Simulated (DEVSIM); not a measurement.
System: TaN/SiO2/p-Ge capacitor, at 300 K.

| layer (left to right) | material | thickness (nm) | Na (cm⁻³) |
|---|---|---|---|
| 1 | SiO2 | 2.60 | - |
| 2 | Ge | 15000 | 1.5e15 |

Metal gate on the left, work function 4.4 eV. Fixed charge at the semiconductor interface -1.4e11 cm⁻² (in units of +e); no interface traps.

Constants are typed, rounded textbook-type inputs, not results; the design itself was drawn at random and stands for no fabricated device. Values at 300 K.

```tsv
parameter	SiO2	Ge
gap (eV)	9	0.664
affinity (eV)	0.9	4
permittivity	3.9	16
Nc (cm⁻³)	-	1.04e19
Nv (cm⁻³)	-	6e18
```

DEVSIM, 1D Poisson equation in equilibrium, Boltzmann statistics, complete ionisation; no quantum confinement or tunnelling. Metal contacts follow the ideal Schottky-Mott rule: no Fermi-level pinning, no interface dipoles.

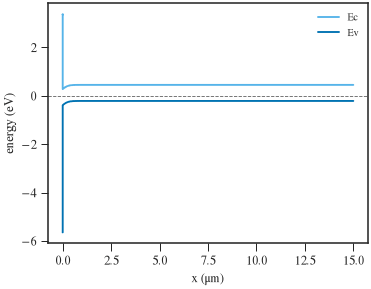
*Band edges at 0.15 V on the gate*

Energies count from the Fermi level of the right contact; mesh points crowd at the junctions.

| x (μm) | Ec (eV) | Ev (eV) | n (cm⁻³) | p (cm⁻³) | field (V/cm) |
|---|---|---|---|---|---|
| 0.000 | 3.350 | -5.650 | < 1e2 | < 1e2 | 95000 |
| 0.001032 | 3.360 | -5.640 | < 1e2 | < 1e2 | 95000 |
| 0.002104 | 3.370 | -5.630 | < 1e2 | < 1e2 | 95000 |
| 0.003182 | 0.275 | -0.389 | 2.5e14 | 1.7e12 | 7200 |
| 0.006957 | 0.278 | -0.386 | 2.2e14 | 1.9e12 | 7100 |
| 0.01431 | 0.283 | -0.381 | 1.8e14 | 2.4e12 | 7000 |
| 0.03148 | 0.295 | -0.369 | 1.2e14 | 3.7e12 | 6700 |
| 0.09656 | 0.334 | -0.330 | 2.5e13 | 1.7e13 | 5500 |
| 0.2234 | 0.391 | -0.273 | 2.8e12 | 1.6e14 | 3500 |
| 0.5373 | 0.443 | -0.221 | 3.7e11 | 1.2e15 | 500 |
| 1.252 | 0.450 | -0.214 | 2.9e11 | 1.5e15 | ≈ 0 |
| 3.960 | 0.450 | -0.214 | 2.9e11 | 1.5e15 | ≈ 0 |
| 8.883 | 0.450 | -0.214 | 2.9e11 | 1.5e15 | ≈ 0 |
| 12.38 | 0.450 | -0.214 | 2.9e11 | 1.5e15 | ≈ 0 |
| 14.18 | 0.450 | -0.214 | 2.9e11 | 1.5e15 | ≈ 0 |
| 14.65 | 0.450 | -0.214 | 2.9e11 | 1.5e15 | ≈ 0 |
| 14.86 | 0.450 | -0.214 | 2.9e11 | 1.5e15 | ≈ 0 |
| 14.94 | 0.450 | -0.214 | 2.9e11 | 1.5e15 | ≈ 0 |
| 14.98 | 0.450 | -0.214 | 2.9e11 | 1.5e15 | ≈ 0 |
| 14.99 | 0.450 | -0.214 | 2.9e11 | 1.5e15 | ≈ 0 |
| 15.00 | 0.450 | -0.214 | 2.9e11 | 1.5e15 | ≈ 0 |
| 15.00 | 0.450 | -0.214 | 2.9e11 | 1.5e15 | ≈ 0 |
